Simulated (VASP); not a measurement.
Band structure of GeSe$_{2}$ (relaxed from the marcasite structure, space group Pnnm). Level of theory: PBEsol GGA, VASP's PBE PAW potentials (set 64) (plane waves; VASP).

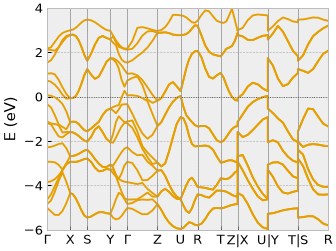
Fig. 1. Bands along high-symmetry lines, zero at the valence-band maximum or, without a gap, the Fermi level

Problem. Read the plot: is there a gap, and where are the band edges?

Solution. It has no gap at this level: it comes out as a metal or semimetal. (Edges off the drawn lines would not show.)

The structure was generated: GeSe2 was put into the marcasite type (Pnnm), which need not be its known phase. It was relaxed first, which changed the volume by +26 %.
